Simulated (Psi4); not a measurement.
# PBE0/def2-TZVPP run of [NH4]+ (ammonium)

Aim: the vertical singlet–triplet gap of [NH4]+ (ammonium) at PBE0/def2-TZVPP, from 2 runs. 

The calculation is run with Psi4 1.11.

1 further run of the same task is left out (set aside as unsound or not needed).

## (1) The molecule

The species is [NH4]+ (5 atoms), meant as a singlet with charge +1. SMILES: `[NH4+]`. The shape is that of a PBE0-D4/def2-TZVP optimisation.

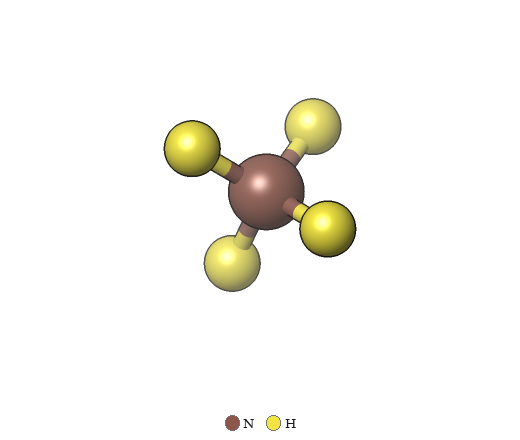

The structure, seen from a chosen angle (nitrogen brown, hydrogen yellow).

## (2) Energy and gradient at PBE0/def2-TZVPP

h4n.xyz

```xyz
5
H4N
N      0.000010     0.000010     0.000000
H      0.453330    -0.447860     0.801010
H     -0.972430     0.216180     0.235210
H      0.023940    -0.633460    -0.803650
H      0.495160     0.865130    -0.232580
```

run.py

```python
import numpy as np
from ase.calculators.psi4 import Psi4
from ase.io import read

a = read('h4n.xyz')
calc = Psi4(atoms=a, method='pbe0', basis='def2-TZVPP', memory='2200MB', num_threads=1, charge=1, multiplicity=1, label='psi4-calc')
calc.psi4.set_options({'puream': True, 'e_convergence': 1e-09, 'd_convergence': 1e-08, 'scf_type': 'pk', 'dft_radial_points': 99, 'dft_spherical_points': 590})
a.calc = calc

forces = a.get_forces()
print(f'energy: {a.get_potential_energy():.6f} eV')
print('forces / eV A^-1')
print(np.round(forces, 5))
```

Command:

```sh
$ python run.py
```

psi4-calc.dat (excerpt; [...] marks lines left out):

```text
[...]
  Running in c1 symmetry.
[...]
  Nuclear repulsion =   16.375270078084789
[...]
  Multiplicity = 1
[...]
  Nalpha       = 5
  Nbeta        = 5
[...]
    Number of basis functions: 87
[...]
   @RKS iter   1:   -56.74798109512777    8.52651e-02   6.32717e-03 ADIIS/DIIS
[...]
   @RKS iter   7:   -56.85679198946833   -2.03642e-11   1.81212e-09 DIIS
[...]
    Orbital Energies [Eh]
    ---------------------
    Doubly Occupied:
       1A    -14.753542     2A     -1.270763     3A     -0.837384
       4A     -0.837370     5A     -0.837365
[...]
  @RKS Final Energy:   -56.85679198946833
   => Energetics <=
    Nuclear Repulsion Energy =             16.3752700780847888
    One-Electron Energy =                -105.0183558603595202
    Two-Electron Energy =                  37.9149710355390184
    DFT Exchange-Correlation Energy =      -6.1286772427326168
    Empirical Dispersion Energy =           0.0000000000000000
    VV10 Nonlocal Energy =                  0.0000000000000000
    Total Energy =                        -56.8567919894683342
[...]
 Multipole Moments:
 ------------------------------------------------------------------------------------
     Multipole            Electronic (a.u.)      Nuclear  (a.u.)        Total (a.u.)
 ------------------------------------------------------------------------------------
 L = 1.  Multiply by 2.5417464519 to convert [e a0] to [Debye]
 Dipole X            :          0.0000137           -0.0000291           -0.0000154
 Dipole Y            :          0.0000150           -0.0000364           -0.0000214
 Dipole Z            :          0.0000025           -0.0000073           -0.0000048
 Magnitude           :                                                    0.0000268
[...]
  -Total Gradient:
     Atom            X                  Y                   Z
    ------   -----------------  -----------------  -----------------
       1        0.000001886487     0.000008797177     0.000003320338
       2        0.000408498992    -0.000412755646     0.000722453253
       3       -0.000875450972     0.000197651812     0.000211253969
       4        0.000022893277    -0.000579565965    -0.000725634573
       5        0.000442223379     0.000785798170    -0.000211398577
[...]
```

Standard output:

```text
energy: -1547.152115 eV
forces / eV A^-1
[[-0.0001  -0.00045 -0.00017]
 [-0.02101  0.02122 -0.03715]
 [ 0.04502 -0.01016 -0.01086]
 [-0.00118  0.0298   0.03731]
 [-0.02274 -0.04041  0.01087]]
```

Wall time 18 s (1 thread of INTEL XEON PLATINUM 8581C at 2.10GHz (Emerald Rapids), shared host); peak memory 1 GiB.

## (3) The triplet: the energy at UPBE0/def2-TZVPP

input.json

```json
{
 "schema_name": "qcschema_input",
 "schema_version": 1,
 "molecule": {
  "schema_name": "qcschema_molecule",
  "schema_version": 2,
  "symbols": ["N", "H", "H", "H", "H"],
  "geometry": [1.89e-05, 1.89e-05, 0.0, 0.85666954, -0.84633274, 1.51368952, -1.83762638, 0.40852099, 0.44448248, 0.04524004, -1.19706591, -1.5186784, 0.93571679, 1.63485876, -0.4395125],
  "molecular_charge": 1,
  "molecular_multiplicity": 3,
  "fix_symmetry": "c1"
 },
 "driver": "energy",
 "model": {
  "method": "pbe0",
  "basis": "def2-TZVPP"
 },
 "keywords": {
  "reference": "uks",
  "puream": true,
  "e_convergence": 1e-09,
  "d_convergence": 1e-08,
  "scf_type": "pk",
  "dft_radial_points": 99,
  "dft_spherical_points": 590,
  "maxiter": 100,
  "scf_properties": ["DIPOLE", "LOWDIN_CHARGES", "MULLIKEN_CHARGES"]
 }
}
```

Command:

```sh
$ psi4 --qcschema input.json -n 1 --memory 2200MB
```

stdout (excerpt; [...] marks lines left out):

```text
[...]
  Running in c1 symmetry.
[...]
  Nuclear repulsion =   16.375270093603586
[...]
  Multiplicity = 3
[...]
  Nalpha       = 6
  Nbeta        = 4
[...]
    Number of basis functions: 87
[...]
   @UKS iter   1:   -56.29108690107198    5.42159e-01   3.22494e-03 DIIS/ADIIS
[...]
   @UKS iter  30:   -56.32406766391542    1.44240e-12   5.31238e-09 DIIS
[...]
   @S^2 Observed:                2.003437064E+00
[...]
  @UKS Final Energy:   -56.32406766391542
   => Energetics <=
    Nuclear Repulsion Energy =             16.3752700936035858
    One-Electron Energy =                -103.2700908464773590
    Two-Electron Energy =                  36.5923954010746257
    DFT Exchange-Correlation Energy =      -6.0216423121162759
    Empirical Dispersion Energy =           0.0000000000000000
    VV10 Nonlocal Energy =                  0.0000000000000000
    Total Energy =                        -56.3240676639154216
[...]
 Multipole Moments:
 ------------------------------------------------------------------------------------
     Multipole            Electronic (a.u.)      Nuclear  (a.u.)        Total (a.u.)
 ------------------------------------------------------------------------------------
 L = 1.  Multiply by 2.5417464519 to convert [e a0] to [Debye]
 Dipole X            :         -0.1043489           -0.0000291           -0.1043781
 Dipole Y            :          0.2364234           -0.0000364            0.2363870
 Dipole Z            :          0.0004897           -0.0000073            0.0004824
 Magnitude           :                                                    0.2584063
[...]
  Mulliken Charges: (a.u.)
   Center  Symbol    Alpha    Beta     Spin     Total
       1     N     3.29196  3.03699  0.25497  0.67105
       2     H     0.84134  0.15701  0.68433  0.00165
       3     H     0.51273  0.32448  0.18825  0.16279
       4     H     0.84122  0.15705  0.68417  0.00173
       5     H     0.51275  0.32447  0.18828  0.16278
   Total alpha =  6.00000, Total beta =  4.00000, Total charge =  1.00000
  Lowdin Charges: (a.u.)
   Center  Symbol    Alpha    Beta     Spin     Total
       1     N     3.33057  2.61029  0.72028  1.05914
[...]
```

The result, in JSON:

```text
{
 "driver": "energy",
 "model": {
  "method": "pbe0",
  "basis": "def2-TZVPP"
 },
 "success": true,
 "return_result": -56.32406766391542,
 "properties": {
  "calcinfo_nbasis": 87,
  "calcinfo_nmo": 87,
  "calcinfo_nalpha": 6,
  "calcinfo_nbeta": 4,
  "calcinfo_natom": 5,
  "nuclear_repulsion_energy": 16.375270093603586,
  "return_energy": -56.32406766391542,
  "scf_one_electron_energy": -103.27009084647736,
  "scf_two_electron_energy": 36.592395401074626,
  "scf_xc_energy": -6.021642312116276,
  "scf_dipole_moment": [-0.10437806618939349, 0.23638698686882775, 0.00048239784051895855],
  "scf_total_energy": -56.32406766391542,
  "scf_iterations": 30
 }
}
```

It took 35 s on 1 thread of INTEL XEON PLATINUM 8581C at 2.10GHz (Emerald Rapids), shared host; peak memory 1 GiB.

## (4) Summary of results

At PBE0/def2-TZVPP:

```
                                        quantity         value
                           singlet: total energy  -56.85679 Eh
                            singlet: HOMO energy     -22.79 eV
                            singlet: LUMO energy      -5.87 eV
                          singlet: HOMO–LUMO gap      16.92 eV
               singlet: largest force on an atom    0.048 eV/Å
                           triplet: total energy  -56.32407 Eh
     triplet: HOMO energy (highest over α and β)      -9.78 eV
                                   triplet: ⟨S²⟩         2.003
vertical energy of the triplet above the singlet     14.496 eV
```

What this shows: At this shape the triplet lies 14.50 eV (1399 kJ/mol) above the singlet.
